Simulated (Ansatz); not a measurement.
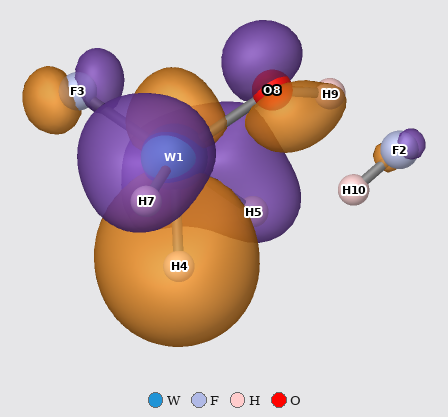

The picture shows: FH$_{5}$OW···HF. The HOMO−1 at ±0.08 Å⁻³ᐟ² (orange and purple are the two phases), seen at a tilt.

Core potentials replace the inner electrons of W.

Level of theory: RKS PBE0-D4/def2-SVP in Ansatz 0.2.0.

```yaml
atoms:
  - { symbol: W, position_ang: [0.6912, 0.1178, -0.4795] }
  - { symbol: F, position_ang: [0.5074, 0.9683, 3.0460] }
  - { symbol: F, position_ang: [1.6243, -1.2780, -1.3092] }
  - { symbol: H, position_ang: [-0.9235, 0.5337, -0.7107] }
  - { symbol: H, position_ang: [-0.3062, 0.1588, 0.8800] }
  - { symbol: H, position_ang: [-0.3981, -1.1294, -0.2469] }
  - { symbol: H, position_ang: [0.2844, 1.2184, -1.6892] }
  - { symbol: O, position_ang: [1.7232, 1.1158, 0.6977] }
  - { symbol: H, position_ang: [1.5730, 1.2392, 1.6548] }
  - { symbol: H, position_ang: [-0.0939, 0.5832, 2.4398] }
```

Question: Describe this orbital and give its energy.

Answer: Its weight (Hirshfeld) is mainly on W1 (about 50 %), H4 (about 25 %), O8 (about 5 %) and H7 (about 5 %). Its energy is −8.87 eV.
